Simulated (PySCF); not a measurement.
```xyz
10

N     0.0567    0.1326   -0.0542
H     0.4692    0.6736    0.7016
H    -0.7458   -0.3810    0.3013
H     0.7554   -0.5322   -0.4273
F     1.0046    0.2466   -3.3936
H     0.3435    0.8297   -2.8630
F     1.7783   -1.2614   -1.6749
H     1.5392   -0.7108   -2.4409
F    -0.4329    1.4364   -2.0239
H    -0.2392    0.8229   -0.9802
```

Geometry: PBE0-D3(BJ)/def2-SVPD.

All numbers below come from wB97M-D3(BJ)/def2-TZVPD, SCF density, gas phase (PySCF).

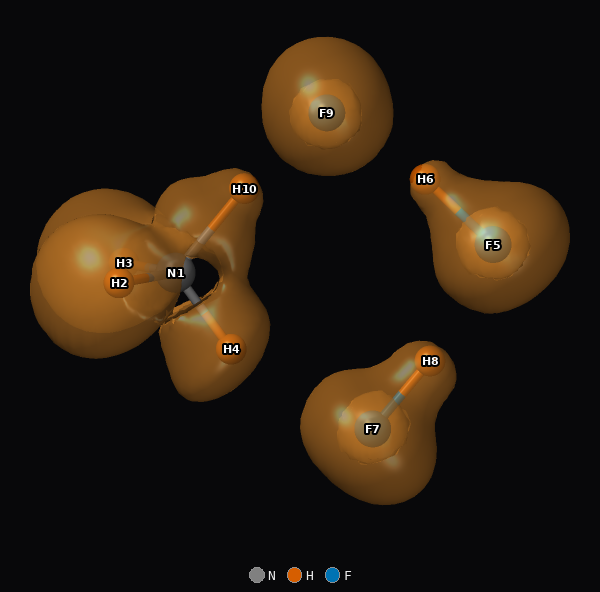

NH₄···HF···HF···F. Isosurface of the electron localisation function at 0.75 (orange), seen across its widest extent. Core shells and regions of very low density are left out.

> Identify the bonds, lone pairs and shells in this picture.

The surface consists of one region wrapped around F (its valence shell), two joined regions spread over several atoms (F, H), in which their bonds and any lone pairs are merged and one joined region spread over several atoms (H, N), in which their bonds and any lone pairs are merged. Along the contacts the grid gives the following. F9···H10 (1.23 Å): the ELF climbs to about 0.85 towards the hydrogen, as it does in any bond to H. F–H (0.97 Å): the ELF climbs to about 0.95 towards the hydrogen: an ordinary covalent bond to hydrogen.
